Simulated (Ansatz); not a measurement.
## Electronic structure of H6NOSi (charge +1) in real space

| atom | x (Å) | y (Å) | z (Å) |
| --- | --- | --- | --- |
| N | -2.6918 | -0.6746 | 1.7551 |
| O | -0.6882 | -0.9902 | -0.1969 |
| Si | -1.0359 | -0.5014 | 1.6228 |
| H | -3.3569 | 0.0627 | 1.5421 |
| H | -3.1302 | -1.4701 | 2.2091 |
| H | -0.5068 | 0.8684 | 1.5217 |
| H | -0.2684 | -1.5355 | 2.3368 |
| H | -1.2576 | -1.6294 | -0.6643 |
| H | 0.1600 | -0.8873 | -0.6674 |

Geometry: PBE0-D3(BJ)/pcseg-1.

Computed with isolated molecule in a Gaussian basis; Kohn-Sham density functional theory, functional PBE0 in Ansatz.

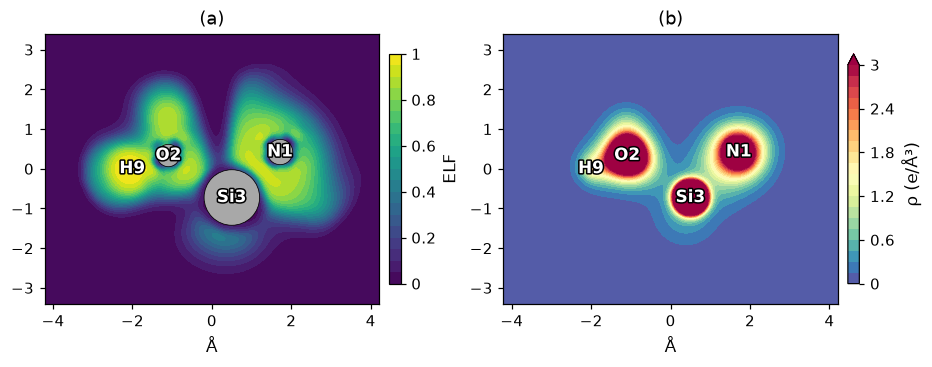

Figure 1. (a) ELF; (b) electron density on the plane of atoms N1, Si3 and O2. Grey discs cover the atomic cores in the ELF map.

Read the bonding off the picture.

The plane passes through N, O, Si and H nuclei.
Si–N (1.67 Å): ρ at the midpoint is about 1.2 e/Å³; the ELF peaks at about 0.90 between the atoms: a short, strongly polar bond.
Si–O (1.92 Å): ρ is about 0.61 e/Å³ halfway; the ELF peaks at about 0.90 in the valence shell of O, 0.6 Å from its nucleus, and is about 0.70 at the midpoint.
O–H (0.98 Å): the density is about 3.8 e/Å³ at the midpoint; the ELF climbs to about 1 towards the hydrogen, as it does in any bond to H: a covalent bond by its length.
The ELF also peaks beside N1, away from the bonds: lone-pair regions.

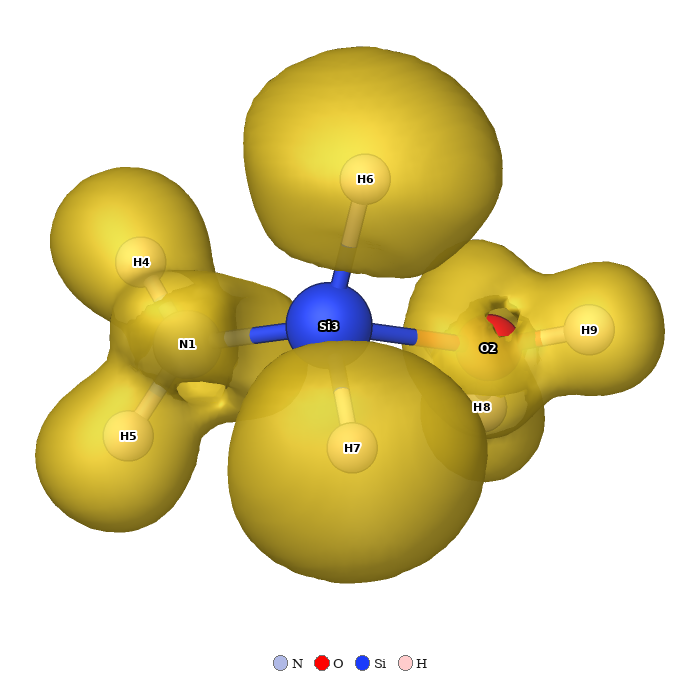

Figure 2. Isosurface of the electron localisation function at 0.75 (yellow), seen from one side. Core shells and regions of very low density are left out.

Describe the localisation domains.

The ELF exceeds this value in two regions around hydrogen nuclei, one joined region spread over several atoms (H, N), in which their bonds and any lone pairs are merged and one joined region spread over several atoms (H, O), in which their bonds and any lone pairs are merged.

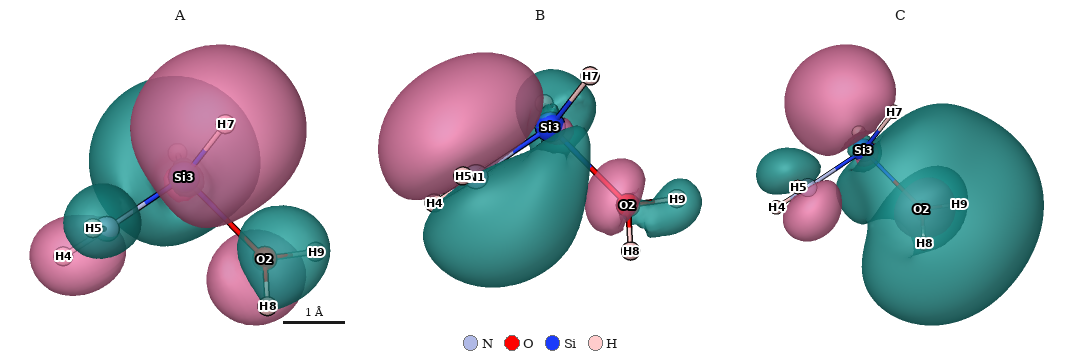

Figure 3. Three frontier orbitals at ±0.06 Å⁻³ᐟ² (teal and pink are the two phases), in no order.

Order the three orbitals by energy and name them.

A is the HOMO−1 (−15.14 eV). By Hirshfeld shares it lies mainly on Si3 (about 35 %), H7 (about 25 %), H6 (about 20 %) and O2 (about 10 %). B is the HOMO (−13.42 eV). Its weight (Hirshfeld) is mainly on N1 (about 70 %) and Si3 (about 15 %); largely a lone pair of N1. C is the LUMO (−5.57 eV). Its weight (Hirshfeld) is mainly on Si3 (about 30 %), H9 (about 20 %), H8 (about 20 %) and O2 (about 15 %).

What is the HOMO–LUMO gap?

7.85 eV between the orbital energies.

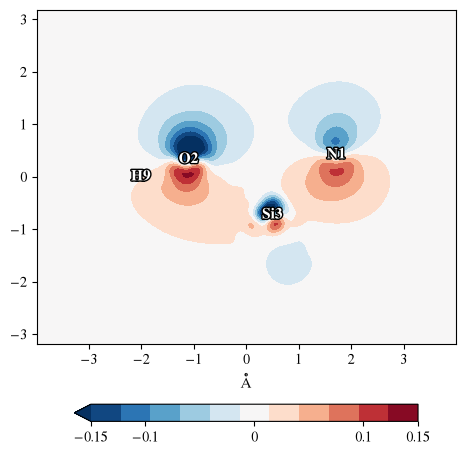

Figure 4. The HOMO−1 on the plane of atoms N1, Si3 and O2 (values in Å⁻³ᐟ²; the overall sign is arbitrary).

What is the character of this orbital?

It lies mainly on Si3 (about 35 %), H7 (about 25 %), H6 (about 20 %) and O2 (about 10 %). Its energy is −15.14 eV.
